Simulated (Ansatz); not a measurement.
**BrGaH4O2: density, localisation and related maps**

Input

```
crystal:
  periodic: [false, false, false]
  atoms:
    - {symbol: Ga, position_ang: [-0.413007, 0.021922, 0.091752]}
    - {symbol: Br, position_ang: [2.134616, -0.782251, -0.301805]}
    - {symbol: O, position_ang: [-1.480900, -0.776290, -1.070879]}
    - {symbol: O, position_ang: [-0.786077, -0.034572, 1.819923]}
    - {symbol: H, position_ang: [1.345080, 0.646019, -0.486190]}
    - {symbol: H, position_ang: [0.448828, 1.360840, -0.460119]}
    - {symbol: H, position_ang: [-1.148481, -0.772220, -1.970896]}
    - {symbol: H, position_ang: [-0.099960, 0.336453, 2.378013]}
basis:
  gaussian: {orbitals: def2-TZVPP}
hamiltonian: {xc: pbe0, dispersion: d4}
output: {orbitals: {seedname: orbitals}}
```

Command:

```sh
ansatz run in.yaml --threads 8 --pin off --events-out ev --progress --plain --max-ram 19148MiB
```

A transition-state structure; geometry: PBE0-D4/def2-TZVP.

The calculation used RKS PBE0-D4/def2-TZVPP in Ansatz.

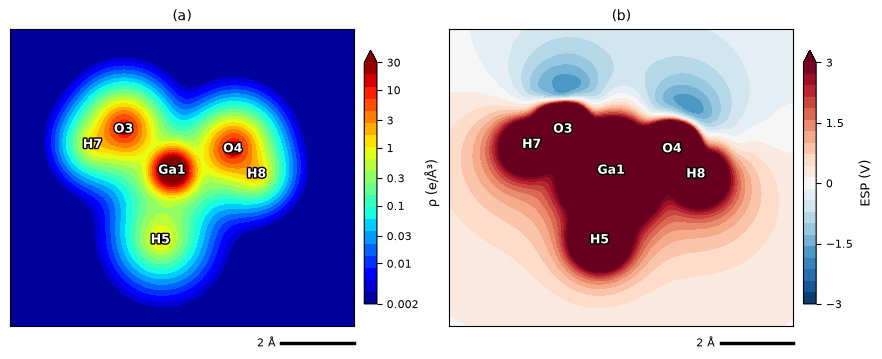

Figure 1. (a) electron density; (b) molecular electrostatic potential on the plane of atoms Ga1, O4 and H8.

What does the map show?

- Atoms in the plane: Ga, O and H.
- Ga1···H5 (1.95 Å): the density falls to about 0.37 e/Å³ on the way.
- Ga–O (1.77 Å): ρ is about 0.96 e/Å³ halfway.
- O–H (0.96 Å): ρ at the midpoint is about 3.8 e/Å³.
- Outside the dense part of the molecule the potential is most negative (−1.8 V) near O3 and O4.

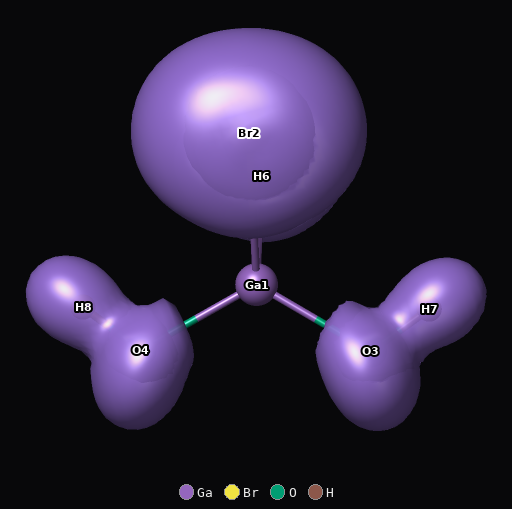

Figure 2. Isosurface of the electron localisation function at 0.75 (purple), seen at a tilt. Only the valence region is drawn (cores and ρ < 0.01 e/Å³ removed).

Identify the bonds, lone pairs and shells in this picture.

The surface consists of one joined region spread over several atoms (Br, H), in which their bonds and any lone pairs are merged and two joined regions spread over several atoms (H, O), in which their bonds and any lone pairs are merged.


Ga1···H5 (1.95 Å): the ELF climbs to about 0.95 towards the hydrogen. Ga–O (1.77 Å): the ELF peaks at about 0.85 in the valence shell of O, 0.6 Å from its nucleus, and is about 0.20 at the midpoint.

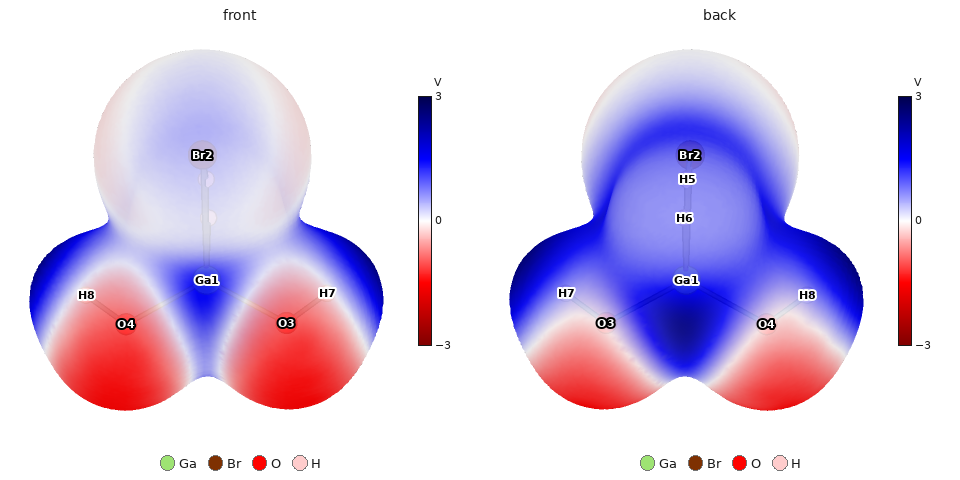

Figure 3. The electrostatic potential painted on the density surface at 0.002 e/bohr³, seen from the front and from behind; red is negative and blue positive.

Describe the electrostatic potential map.

The most negative region (about −1.5 V, or −35 kcal/mol for a unit charge) lies over O3 and O4, the most positive (about +2.5 V, or +58 kcal/mol for a unit charge) over Ga1, H7 and H8.
